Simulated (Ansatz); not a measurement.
# Single-point calculation, with input and output: CH$_{8}$Si$_{2}$

CH$_{8}$Si$_{2}$, computed with RKS r2SCAN-D4/def2-TZVP (Ansatz 0.2.0).

The geometry comes from this level: PBE-D4/def2-SVP.

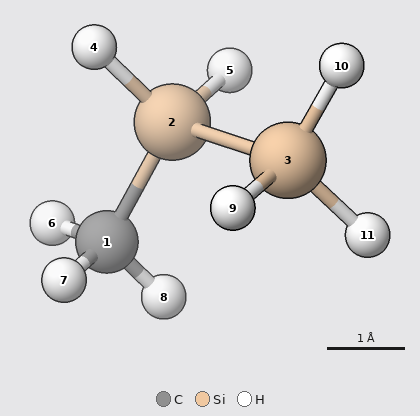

The input geometry (ball-and-stick view, seen at a tilt; atoms are numbered from 1 in the order of the input). Bond lengths as drawn: C–H 1.11 Å, C–Si 1.90 Å, H–Si 1.51 Å and Si–Si 2.35 Å.

**Input**
```yaml
crystal:
  periodic: [false, false, false]
  atoms:
    - {symbol: C, position_ang: [-0.193738, 1.735635, -0.119174]}
    - {symbol: Si, position_ang: [0.700128, 0.177595, 0.490034]}
    - {symbol: Si, position_ang: [-0.372436, -1.773530, -0.275966]}
    - {symbol: H, position_ang: [0.736433, 0.149800, 1.997846]}
    - {symbol: H, position_ang: [2.127758, 0.169224, 0.002882]}
    - {symbol: H, position_ang: [0.315546, 2.648643, 0.250171]}
    - {symbol: H, position_ang: [-1.241922, 1.754260, 0.241080]}
    - {symbol: H, position_ang: [-0.208526, 1.771707, -1.227023]}
    - {symbol: H, position_ang: [-1.787320, -1.834178, 0.241090]}
    - {symbol: H, position_ang: [0.351993, -3.012412, 0.181605]}
    - {symbol: H, position_ang: [-0.427926, -1.786754, -1.782544]}
basis:
  gaussian: {orbitals: def2-TZVP, initial_orbitals: start.molden}
hamiltonian: {xc: r2scan, dispersion: d4}
scf: {omitted_lower_state_checks: [starts]}
output: {orbitals: {seedname: orbitals}}
```

Command:
```bash
ansatz run in.yaml --threads 2 --pin off --events-out ev --progress --plain --max-ram 4352MiB
```

**What the program printed**
```
Functional definition: r2SCAN
  name "r2SCAN"
  cite "Furness, Kaplan, Ning, Perdew & Sun, J. Phys. Chem. Lett. 11, 8208 (2020) doi:10.1021/acs.jpclett.0c02405"
  cite "Furness, Kaplan, Ning, Perdew & Sun, J. Phys. Chem. Lett. 11, 9248 (2020) doi:10.1021/acs.jpclett.0c03077"
  parent r2scan
  parameter k0 = 0.174
  parameter k1 = 0.065
  parameter a1 = 4.9479
  exchange = r2scan_x(k0 = k0, k1 = k1, a1 = a1)
  correlation = r2scan_c
these checks for a lower state are left out or cut short: starts
1036 factors; their error is unknown
mean field evaluation 1: about -16921.2934 eV, gradient 6.4e0 eV
mean field evaluation 2: about -16921.3228 eV, gradient 4.0e-2 eV
mean field evaluation 4: about -16921.3026 eV, gradient 9.5e-5 eV
mean field -16921.30255739 eV, -621.8463993133 hartree, gradient 1.7e-5 eV, S^2 0.000000; 0 other end points of the search recorded, 0 dependent functions left out
reference -16921.30257208 eV, -621.8463998530 hartree; 21, 21 occupied and 132, 132 virtual orbitals, 1036 factors
Total energy: -16921.35277282 eV, -621.8482446963 hartree
Checks for a lower state left out: starts
```

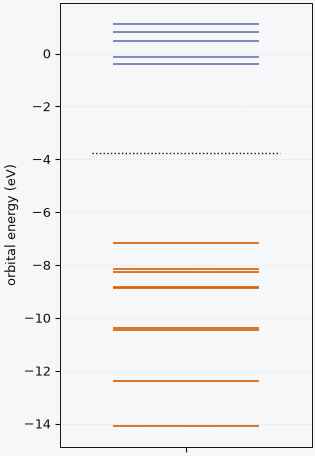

Orbital energies near the frontier; the dotted line parts filled from empty levels, and levels within 0.02 eV of each other stand side by side. Highest filled −7.17 eV, lowest empty −0.39 eV, 6.78 eV apart.

**Key numbers**

```tsv
quantity	value
outcome	converged
total energy	−16921.3528 eV
mean-field energy	−16921.3026 eV
dispersion energy	−0.0502 eV
SCF solution under orbital rotations	stable
HOMO	−7.17 eV
LUMO	−0.39 eV
hardware	2 threads of Arm Neoverse N1, 77 GiB of memory available, shared host
wall time	6 s (CPU time 11 s)
peak memory	0.18 GiB
```
